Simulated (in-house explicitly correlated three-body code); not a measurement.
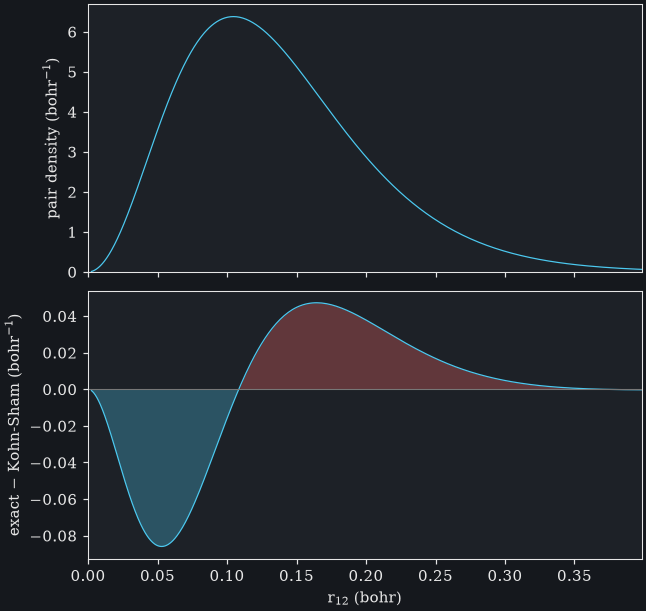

Two electrons around a point charge Z = 16.452. Computed variationally in 260 exponentially correlated functions with an in-house code, non-relativistic, converged to about 10⁻⁸ of the energy. The plot shows the distribution of the distance r₁₂ between the electrons in the ground state (one pair, times 4πr₁₂²) and its difference from that of the Kohn-Sham determinant with the same density, the Coulomb hole.

Q: Describe both curves.

A: The pair density peaks near r₁₂ = 0.10 bohr, and ⟨r₁₂⟩ = 0.1369 bohr. Correlation takes weight from short distances: the hole is deepest (−0.086 bohr⁻¹) near 0.053 bohr and first changes sign near 0.11 bohr, moving 0.53 % of the pair outwards. The mean cosine of the angle between the electrons is −0.00809, and the density-functional correlation energy is −46.06 millihartree.
